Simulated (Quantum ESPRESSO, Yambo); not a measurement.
# BN (P6_3mc): G0W0 in Yambo against the bands, part 2 of 2

Wanted: the cheapest bands that holds the gap of BN (P6_3mc).

Yambo 5.3.0; PBE and many-body steps on it, plane waves. Known limits of the many-body steps: not at the basis limit; coarse k mesh.

So far. Step 4 (77 bands): Against the run before, the gap moves by +0.040 eV.

The database entry behind the starting cell has ideal inner coordinates that were not refined, so it need not match the best structure at ambient conditions.

## Step 5: 136 bands

Level of this step: G0W0 on PBE, plane waves, norm-conserving pseudopotentials (Yambo).

Input file gw4.in:

```
HF_and_locXC
gw0
dyson
ppa
em1d
rim_cut
RandQpts= 1000000
RandGvec= 1 RL
EXXRLvcs= 72 Ry
VXCRLvcs= 288 Ry
Chimod= "HARTREE"
% BndsRnXp
 1 | 136 |
%
NGsBlkXp= 15.5 Ry
% LongDrXp
 1 | 1 | 1 |
%
% GbndRnge
 1 | 136 |
%
DysSolver= "n"
ExtendOut
PPAPntXp= 27.21138 eV
% QPkrange
 1 | 1 | 7 | 10 |
 19 | 19 | 7 | 10 |
 4 | 4 | 7 | 10 |
%
```

Command:

```bash
$ OMP_NUM_THREADS=1 mpirun -n 4 yambo -F gw4.in -J gw4 -C gw4 > gw4.log
```

Log:

```text
 Yambo, version 5.3.0

 [02] CORE Variables Setup
 =========================

  [... cell, symmetries and grids as in the set-up ...]

  [02.05] Energies & Occupations
  ==============================

  [X] === General ===
  [X] Electronic Temperature                        :  0.000000  0.000000 [eV K]
  [X] Bosonic    Temperature                        :  0.000000  0.000000 [eV K]
  [X] Finite Temperature mode                       : no
  [X] El. density                                   :  0.68414E+24 [cm-3]
[...]
QP @ state[ 2 ] b range                          :   7  10
   QP @ state[ 3 ] K range                          :  19  19
   QP @ state[ 3 ] b range                          :   7  10
   GF energies kind                                 : Perdew, Burke & Ernzerhof(X)+Perdew, Burke & Ernzerhof(C)
   GF WF`s kind                                     : Perdew, Burke & Ernzerhof(X)+Perdew, Burke & Ernzerhof(C)
   Xs energies kind                                 : Perdew, Burke & Ernzerhof(X)+Perdew, Burke & Ernzerhof(C)
   Xs WF`s kind                                     : Perdew, Burke & Ernzerhof(X)+Perdew, Burke & Ernzerhof(C)

 [11] Game Over & Game summary
```

It took 2.9 min on 4 MPI ranks of Arm Neoverse V1, shared host; peak memory 1.6 GiB; 11 min of CPU time.

Numbers from this step:

```
G0W0 gap on the points computed              : 6.760 eV
starting gap on the mesh                     : 5.280 eV
k of the valence top                         : 0, 0, 0
k of the conduction bottom                   : 0.3333, 0.3333, 0
least direct G0W0 gap on the computed points : 10.25 eV
```

Against the run before, the gap moves by +0.063 eV.

## Step 6: 205 bands

gw5.in, as its differences from gw4.in of step 5:

```diff
@@ -12,3 +12,3 @@
 % BndsRnXp
- 1 | 136 |
+ 1 | 205 |
 %
@@ -19,3 +19,3 @@
 % GbndRnge
- 1 | 136 |
+ 1 | 205 |
 %
```

Command:

```bash
$ OMP_NUM_THREADS=1 mpirun -n 4 yambo -F gw5.in -J gw5 -C gw5 > gw5.log
```

Log:

```text
 Yambo, version 5.3.0

 [02] CORE Variables Setup
 =========================

  [... cell, symmetries and grids as in the set-up ...]

  [02.05] Energies & Occupations
  ==============================

  [X] === General ===
  [X] Electronic Temperature                        :  0.000000  0.000000 [eV K]
  [X] Bosonic    Temperature                        :  0.000000  0.000000 [eV K]
  [X] Finite Temperature mode                       : no
  [X] El. density                                   :  0.68414E+24 [cm-3]
[...]
QP @ state[ 2 ] b range                          :   7  10
   QP @ state[ 3 ] K range                          :  19  19
   QP @ state[ 3 ] b range                          :   7  10
   GF energies kind                                 : Perdew, Burke & Ernzerhof(X)+Perdew, Burke & Ernzerhof(C)
   GF WF`s kind                                     : Perdew, Burke & Ernzerhof(X)+Perdew, Burke & Ernzerhof(C)
   Xs energies kind                                 : Perdew, Burke & Ernzerhof(X)+Perdew, Burke & Ernzerhof(C)
   Xs WF`s kind                                     : Perdew, Burke & Ernzerhof(X)+Perdew, Burke & Ernzerhof(C)

 [11] Game Over & Game summary
```

Wall time 4.4 min (4 MPI ranks); peak memory 1.8 GiB; 17 min of CPU time.

This step gave:

| Quantity | Value |
| --- | --- |
| G0W0 gap on the points computed | 6.791 eV |
| starting gap on the mesh | 5.280 eV |
| k of the valence top | 0, 0, 0 |
| k of the conduction bottom | 0.3333, 0.3333, 0 |
| least direct G0W0 gap on the computed points | 10.26 eV |

Against the run before, the gap moves by +0.031 eV.

## Step 7: 283 bands

gw6.in, as its differences from gw5.in of step 6:

```diff
@@ -12,3 +12,3 @@
 % BndsRnXp
- 1 | 205 |
+ 1 | 283 |
 %
@@ -19,3 +19,3 @@
 % GbndRnge
- 1 | 205 |
+ 1 | 283 |
 %
```

Command:

```bash
$ OMP_NUM_THREADS=1 mpirun -n 4 yambo -F gw6.in -J gw6 -C gw6 > gw6.log
```

Log:

```text
 Yambo, version 5.3.0

 [02] CORE Variables Setup
 =========================

  [... cell, symmetries and grids as in the set-up ...]

  [02.05] Energies & Occupations
  ==============================

  [X] === General ===
  [X] Electronic Temperature                        :  0.000000  0.000000 [eV K]
  [X] Bosonic    Temperature                        :  0.000000  0.000000 [eV K]
  [X] Finite Temperature mode                       : no
  [X] El. density                                   :  0.68414E+24 [cm-3]
[...]
QP @ state[ 2 ] b range                          :   7  10
   QP @ state[ 3 ] K range                          :  19  19
   QP @ state[ 3 ] b range                          :   7  10
   GF energies kind                                 : Perdew, Burke & Ernzerhof(X)+Perdew, Burke & Ernzerhof(C)
   GF WF`s kind                                     : Perdew, Burke & Ernzerhof(X)+Perdew, Burke & Ernzerhof(C)
   Xs energies kind                                 : Perdew, Burke & Ernzerhof(X)+Perdew, Burke & Ernzerhof(C)
   Xs WF`s kind                                     : Perdew, Burke & Ernzerhof(X)+Perdew, Burke & Ernzerhof(C)

 [11] Game Over & Game summary
```

Run time: 6.1 min. Hardware: 4 MPI ranks; peak memory 2.1 GiB.

Numbers from this step:

| Property | Result |
| --- | --- |
| G0W0 gap on the points computed | 6.805 eV |
| starting gap on the mesh | 5.280 eV |
| k of the valence top | 0, 0, 0 |
| k of the conduction bottom | 0.3333, 0.3333, 0 |
| least direct G0W0 gap on the computed points | 10.27 eV |

Against the run before, the gap moves by +0.015 eV.

## Step 8: The runs together

Times are wall times on 4 MPI ranks of Arm Neoverse V1, shared host, good to a factor of about two.

```tsv
run	mesh	bands	screening cutoff (eV)	DFT gap (eV)	gap on the mesh (eV)	direct (eV)	time
24 bands	6×6×4	24	210.9	5.280	6.738	10.367	30 s
42 bands	6×6×4	42	210.9	5.280	6.657	10.235	53 s
77 bands	6×6×4	77	210.9	5.280	6.697	10.217	99 s
136 bands	6×6×4	136	210.9	5.280	6.760	10.246	2.9 min
205 bands	6×6×4	205	210.9	5.280	6.791	10.265	4.4 min
283 bands	6×6×4	283	210.9	5.280	6.805	10.274	6.1 min
```

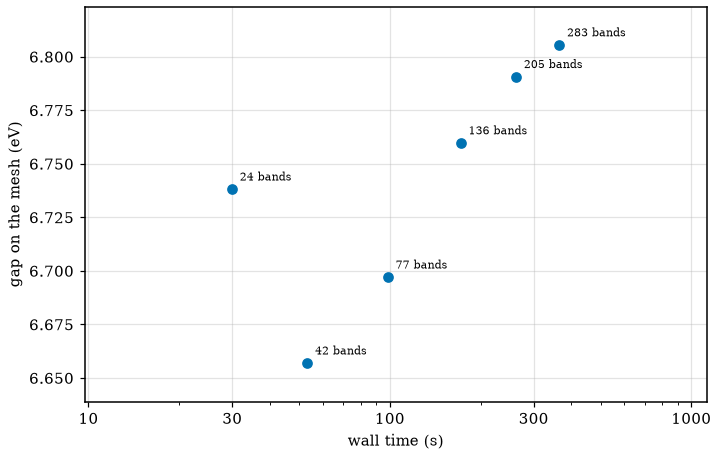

Result against wall time.

## Step 9: What came out

| Item | Value |
| --- | --- |
| 24 bands | 6.738 eV |
| 42 bands | 6.657 eV |
| 77 bands | 6.697 eV |
| 136 bands | 6.760 eV |
| 205 bands | 6.791 eV |
| 283 bands | 6.805 eV |
| known limits | not at the basis limit; coarse k mesh |

**Reading.** The setting moved: bands. From 24 bands to 283 bands the gap moves by +0.07 eV, for 12 times the time, not steadily: it passes through 6.66 eV. The last step still moves it by +0.015 eV. Bands and screening cutoff are coupled, so a series along one setting does not show full convergence. Bands and cutoff are finite, so the gap is not at the basis limit. The miss can reach some tenths of an eV and take either sign; the mesh is an error of its own. In the G0W0 runs levels were corrected at 3 k points alone, so a gap called «on the mesh» is the least over those, and an edge elsewhere would be missed. The 6×6×4 mesh is coarse for this cell, which bears on the long-range parts of exchange and screening.

[Paths, hosts, dates, memory and timing lines, banners, echoed tables and standing remarks are left out of the program output.]

[Logs are printed without paths, hosts, clocks, repeated set-up lines and the standing remarks that a program may print on its own settings, such as how far it seeks lower states.]

[Runs of the session that timed out or met a known fault of the program may be left out.]

[Hosts, paths, dates, database ids (printed as entryN), source tags and the programs' standing remarks are cut or masked in the printed files.]
